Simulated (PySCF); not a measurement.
Molecule (SMILES): [SiH4] (SiH4).
Geometry (B3LYP-D3(BJ)/def2-TZVP, fixed):
```xyz
5

Si     0.0000     0.0000     0.0000
H      0.8756     0.8547     0.8331
H     -0.8222    -0.8655     0.8753
H     -0.8862     0.8545    -0.8220
H      0.8328    -0.8437    -0.8864
```
Charge 0, spin multiplicity 1.

Basis-set convergence of the lowest singlet excitation energy at PBE0 with PySCF. Tamm-Dancoff approximation; the state is taken by its order, and sets in which it differs in degeneracy or brightness are left out, yet its character can still change. All functions are spherical. Density fitting with generated auxiliary sets. In sets without p functions on hydrogen, species with hydrogen take exact integrals. No added dispersion term, no relativity. Reference: the value in aug-pcseg-3, 8.761 eV, itself unsure by roughly 0.019 eV (its mean distance from aug-cc-pV(Q+d)Z, aug-pcseg-2, aug-cc-pV(T+d)Z). Deviations are taken from unrounded values. Cost is core time over that of aug-pcseg-1, rough, on shared machines of one kind; a dash marks a row that isn't timed (too short, read off another run, short of memory, by another algorithm or on other hardware).

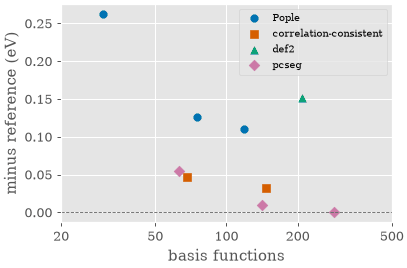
Deviation from the reference against the number of basis functions, by family of sets.

```tsv
basis	functions	lowest singlet excitation energy (eV)	minus reference (eV)	cost
6-31+G*	30	9.025	0.263	-
aug-pcseg-1	63	8.816	0.055	1×
aug-cc-pV(D+d)Z	68	8.808	0.047	1×
6-311++G(2d,2p)	75	8.888	0.126	1×
6-311++G(3df,3pd)	119	8.872	0.111	4×
aug-pcseg-2	142	8.771	0.010	5×
aug-cc-pV(T+d)Z	147	8.793	0.032	6×
def2-QZVPPD	208	8.913	0.152	10×
aug-pcseg-3	285	8.761	0.000	40×
```
